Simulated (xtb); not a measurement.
## Run report: TlI, geometry relaxation (part 2 of 2)

Continued. System: TlI (thallium iodide). Method: GFN2-xTB (xtb 6.7.1). The geometry comes from this level: PBE0-D4/def2-TZVP.

Geometry of the input (Å):
```
I  -0.0000  -0.0000  -0.0084
Tl 0.0000  0.0000  2.8325
```

What the program printed, continued
```
 iter      E             dE          RMSdq      gap      omega  full diag
   1     -5.4895642 -0.548956E+01  0.103E-01    6.46       0.0  T
   2     -5.4895646 -0.410745E-06  0.742E-02    6.46       1.0  T
   3     -5.4895647 -0.144383E-06  0.252E-02    6.45       2.8  T
   4     -5.4895648 -0.299573E-07  0.108E-02    6.46       6.6  T
   5     -5.4895648 -0.105873E-07  0.145E-03    6.46      48.9  T
   6     -5.4895648 -0.369562E-10  0.519E-04    6.46     136.2  T
   7     -5.4895648 -0.818190E-11  0.274E-05    6.46    2584.4  T
     SCC iter.                  ...        0 min,  0.000 sec
     gradient                   ...        0 min,  0.000 sec
 * total energy  :    -5.4892809 Eh     change       -0.5268369E-05 Eh
   gradient norm :     0.0002406 Eh/α   predicted    -0.4443686E-05 ( -15.65%)
   displ. norm   :     0.0019434 α      lambda       -0.3139900E-06
   maximum displ.:     0.0019434 α      in ANC's #1, #1, #1, ...

........................................................................
.............................. CYCLE    5 ..............................
........................................................................

 iter      E             dE          RMSdq      gap      omega  full diag
   1     -5.4895684 -0.548957E+01  0.176E-02    6.46       0.0  T
   2     -5.4895684 -0.119270E-07  0.126E-02    6.46       5.6  T
   3     -5.4895684 -0.419229E-08  0.430E-03    6.46      16.4  T
   4     -5.4895684 -0.871962E-09  0.184E-03    6.46      38.5  T
   5     -5.4895684 -0.306126E-09  0.227E-04    6.46     311.2  T
   6     -5.4895684 -0.146994E-11  0.123E-05    6.46    5750.0  T
     SCC iter.                  ...        0 min,  0.000 sec
     gradient                   ...        0 min,  0.000 sec
 * total energy  :    -5.4892812 Eh     change       -0.2358571E-06 Eh
   gradient norm :     0.0000020 Eh/α   predicted    -0.1558594E-06 ( -33.92%)
   displ. norm   :     0.0000160 α      lambda       -0.5353897E-09
   maximum displ.:     0.0000160 α      in ANC's #1, #1, #1, ...

........................................................................
.............................. CYCLE    6 ..............................
........................................................................

 iter      E             dE          RMSdq      gap      omega  full diag
   1     -5.4895684 -0.548957E+01  0.146E-04    6.46       0.0  T
   2     -5.4895684 -0.845546E-12  0.106E-04    6.46     668.0  T
   3     -5.4895684 -0.285993E-12  0.361E-05    6.46    1956.8  T
     SCC iter.                  ...        0 min,  0.000 sec
     gradient                   ...        0 min,  0.000 sec
 * total energy  :    -5.4892812 Eh     change       -0.1515588E-10 Eh
   gradient norm :     0.0000001 Eh/α   predicted    -0.1041343E-10 ( -31.29%)
   displ. norm   :     0.0000008 α      lambda       -0.2496576E-08
   maximum displ.:     0.0000008 α      in ANC's #1, #1, #1, ...

   *** GEOMETRY OPTIMIZATION CONVERGED AFTER 6 ITERATIONS ***

------------------------------------------------------------------------
 total energy gain   :        -0.0000357 Eh       -0.0224 kcal/mol
 total RMSD          :         0.0171550 a0        0.0091 Å
 total power (kW/mol):        -0.0156361 (step)  -27.2301 (real)
------------------------------------------------------------------------

 ANCopt (total)                0 d,  0 h,  0 min,  0.003 sec
 optimizer setup                ...        0 min,  0.000 sec (  1.125%)
 model hessian                  ...        0 min,  0.000 sec (  0.341%)
 ANC generation                 ...        0 min,  0.000 sec (  0.453%)
 coordinate transformation      ...        0 min,  0.000 sec (  0.443%)
 single point calculation       ...        0 min,  0.003 sec ( 89.886%)
 optimization log               ...        0 min,  0.000 sec (  1.946%)
 hessian update                 ...        0 min,  0.000 sec (  0.206%)
 rational function              ...        0 min,  0.000 sec (  2.703%)

================
 final structure:
================
$coord
        0.00000000000000        0.00000000000000        0.00128131381169      i
        0.00000000000000        0.00000000000000        5.33541864569931      tl
$end

 Bond Distances (Angstroems)
 ---------------------------
I1-Tl2=2.8227        Tl2-I1=2.8227
 Tl I  Rav=2.8227 sigma=0.0000  Rmin=2.8227  Rmax=2.8227     1

 selected bond angles (degree)
 --------------------

 selected dihedral angles (degree)
 ---------------------------------

           -------------------------------------------------
          |                Final Singlepoint                |
           -------------------------------------------------

          ...................................................
          :                      SETUP                      :
          :.................................................:
          :  # basis functions                  14          :
          :  # atomic orbitals                  13          :
          :  # shells                            5          :
          :  # electrons                        10          :
          :  max. iterations                   250          :
          :  Hamiltonian                  GFN2-xTB          :
          :  restarted?                      false          :
          :  GBSA solvation                  false          :
          :  PC potential                    false          :
          :  electronic temp.          300.0000000     K    :
          :  accuracy                    1.0000000          :
          :  -> integral cutoff          0.2500000E+02      :
          :  -> integral neglect         0.1000000E-07      :
          :  -> SCF convergence          0.1000000E-05 Eh   :
          :  -> wf. convergence          0.1000000E-03 e    :
          :  Broyden damping             0.4000000          :
          :  net charge                          0          :
          :  unpaired electrons                  0          :
          ...................................................

 iter      E             dE          RMSdq      gap      omega  full diag
   1     -5.4895684 -0.548957E+01  0.150E-05    6.46       0.0  T
   2     -5.4895684 -0.710543E-14  0.120E-05    6.46    5909.1  T
   3     -5.4895684 -0.168754E-13  0.236E-06    6.46   29944.4  T

   *** convergence criteria satisfied after 3 iterations ***

         #    Occupation            Energy/Eh            Energy/eV
      -------------------------------------------------------------
         1        2.0000           -0.6859627             -18.6660
         2        2.0000           -0.6739463             -18.3390
         3        2.0000           -0.3887832             -10.5793
         4        2.0000           -0.3755171             -10.2183
         5        2.0000           -0.3755171             -10.2183 (HOMO)
         6                         -0.1381042              -3.7580 (LUMO)
         7                         -0.1381042              -3.7580
         8                          0.0665891               1.8120
         9                          0.0972814               2.6472
        10                          0.0972814               2.6472
       ...                                ...                  ...
        13                          0.4840856              13.1726
      -------------------------------------------------------------
                  HL-Gap            0.2374129 Eh            6.4603 eV
             Fermi-level           -0.2568107 Eh           -6.9882 eV

 SCC (total)                   0 d,  0 h,  0 min,  0.001 sec
 SCC setup                      ...        0 min,  0.000 sec (  2.918%)
 Dispersion                     ...        0 min,  0.000 sec (  0.346%)
 classical contributions        ...        0 min,  0.000 sec (  0.196%)
 integral evaluation            ...        0 min,  0.000 sec ( 20.121%)
 iterations                     ...        0 min,  0.000 sec ( 37.973%)
 molecular gradient             ...        0 min,  0.000 sec ( 34.810%)
 printout                       ...        0 min,  0.000 sec (  3.042%)

         :::::::::::::::::::::::::::::::::::::::::::::::::::::
         ::                     SUMMARY                     ::
         :::::::::::::::::::::::::::::::::::::::::::::::::::::
         :: total energy              -5.489281164271 Eh    ::
         :: gradient norm              0.000000022633 Eh/a0 ::
         :: HOMO-LUMO gap              6.460332696277 eV    ::
         ::.................................................::
         :: SCC energy                -5.489568428655 Eh    ::
         :: -> isotropic ES            0.011613478828 Eh    ::
         :: -> anisotropic ES          0.004295250756 Eh    ::
         :: -> anisotropic XC         -0.009144798545 Eh    ::
         :: -> dispersion             -0.001109569497 Eh    ::
         :: repulsion energy           0.000287264385 Eh    ::
         :: add. restraining           0.000000000000 Eh    ::
         :: total charge              -0.000000000000 e     ::
         :::::::::::::::::::::::::::::::::::::::::::::::::::::

           -------------------------------------------------
          |                Property Printout                |
           -------------------------------------------------

    * Orbital Energies and Occupations

         #    Occupation            Energy/Eh            Energy/eV
      -------------------------------------------------------------
         1        2.0000           -0.6859627             -18.6660
         2        2.0000           -0.6739463             -18.3390
         3        2.0000           -0.3887832             -10.5793
         4        2.0000           -0.3755171             -10.2183
         5        2.0000           -0.3755171             -10.2183 (HOMO)
         6                         -0.1381042              -3.7580 (LUMO)
         7                         -0.1381042              -3.7580
         8                          0.0665891               1.8120
         9                          0.0972814               2.6472
        10                          0.0972814               2.6472
        11                          0.1307265               3.5573
        12                          0.1307265               3.5573
        13                          0.4840856              13.1726
      -------------------------------------------------------------
                  HL-Gap            0.2374129 Eh            6.4603 eV
             Fermi-level           -0.2568107 Eh           -6.9882 eV

     #   Z          covCN         q      C6AA      α(0)
     1  53 i        0.818    -0.392   401.674    34.599
     2  81 tl       0.818     0.392   635.692    65.958

 Mol. C6AA /au·bohr⁶  :       1997.714528
 Mol. C8AA /au·bohr⁸  :     277163.182587
 Mol. α(0) /au        :        100.556902

Wiberg/Mayer (AO) data.
largest (>0.10) Wiberg bond orders for each atom

 ---------------------------------------------------------------------------
     #   Z sym  total        # sym  WBO       # sym  WBO       # sym  WBO
 ---------------------------------------------------------------------------
     1  53 i    0.988 --     2 tl   0.988
     2  81 tl   0.988 --     1 i    0.988
 ---------------------------------------------------------------------------

Topologies differ in total number of bonds
Writing topology from bond orders to xtbtopo.mol

molecular dipole:
                 x           y           z       tot (Debye)
 q only:        0.000       0.000       2.091
   full:        0.000       0.000       3.447       8.762
molecular quadrupole (traceless):
                xx          xy          yy          xz          yz          zz
 q only:       -5.581       0.000      -5.581       0.000       0.000      11.161
  q+dip:       -6.306       0.000      -6.306       0.000      -0.000      12.612
   full:       -5.402       0.000      -5.402       0.000      -0.000      10.804

           -------------------------------------------------
          |                Geometry Summary                 |
           -------------------------------------------------

      molecular mass/u    :      331.2878847
   center of mass at/Å    :        0.0000000       0.0000000       1.7421058
  moments of inertia/u·Å² :        0.0000000E+00   0.6238034E+03   0.6238034E+03
rotational constants/cm⁻¹ :             Infinity   0.2702395E-01   0.2702395E-01

optimized geometry written to: xtbopt.coord

           -------------------------------------------------
          | TOTAL ENERGY               -5.489281164271 Eh   |
          | GRADIENT NORM               0.000000022633 Eh/α |
          | HOMO-LUMO GAP               6.460332696277 eV   |
           -------------------------------------------------

------------------------------------------------------------------------
------------------------------------------------------------------------
 total:
 *  cpu-time:     0 d,  0 h,  0 min,  0.010 sec
 * ratio c/w:     0.999 speedup
 SCF:
 *  cpu-time:     0 d,  0 h,  0 min,  0.001 sec
 * ratio c/w:     1.000 speedup
 ANC optimizer:
 *  cpu-time:     0 d,  0 h,  0 min,  0.004 sec
 * ratio c/w:     1.000 speedup
```

Standard error
```
normal termination of xtb
```

Trajectory as extended XYZ (Å, eV, eV/Å), 6 frames, from step=0 to step=5
```
2
Properties=species:S:1:pos:R:3 step=0 energy=-149.36998
I     0.0000    0.0000   -0.0084
Tl    0.0000    0.0000    2.8325
2
Properties=species:S:1:pos:R:3 step=1 energy=-149.25328
I     0.0000    0.0000    0.0930
Tl    0.0000    0.0000    2.7310
2
Properties=species:S:1:pos:R:3 step=2 energy=-149.37080
I     0.0000    0.0000    0.0042
Tl    0.0000    0.0000    2.8199
2
Properties=species:S:1:pos:R:3 step=3 energy=-149.37094
I     0.0000    0.0000   -0.0001
Tl    0.0000    0.0000    2.8241
2
Properties=species:S:1:pos:R:3 step=4 energy=-149.37095
I     0.0000    0.0000    0.0007
Tl    0.0000    0.0000    2.8234
2
Properties=species:S:1:pos:R:3 step=5 energy=-149.37095
I     0.0000    0.0000    0.0007
Tl    0.0000    0.0000    2.8234
```

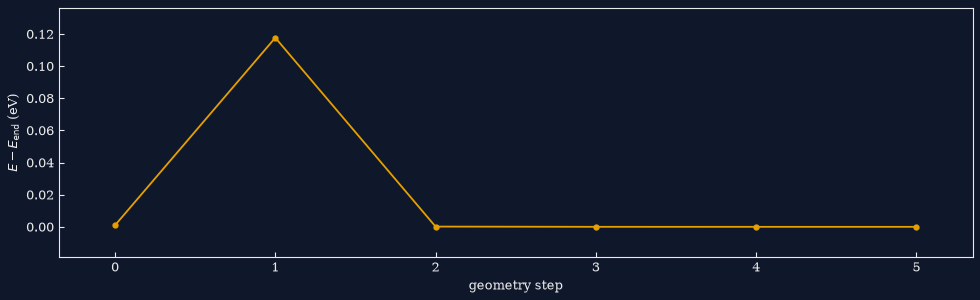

Figure 1. Progress of the relaxation, step by step (steps are counted from 0). The energy falls by 0.001 eV in 5 geometry steps. The largest moves after the best rigid fit, 0.009 Å, are those of I1 and Tl2. By element the largest moves are I 0.009 Å, Tl 0.009 Å. Among the contacts that change: I1–Tl2 2.841 → 2.823 Å. (Atoms are counted from 1 in the order of the input.)

Results in brief

- outcome: converged
- electrons treated: 10
- total energy: −5.489281 hartree
- dispersion energy: −0.001110 hartree
- basis functions: 14
- HOMO: −10.22 eV
- LUMO: −3.76 eV
- dipole moment: 8.76 D
- hardware: 1 thread of Intel Xeon (Granite Rapids), 96 GiB of memory available, shared host
- peak memory: 0.071 GiB
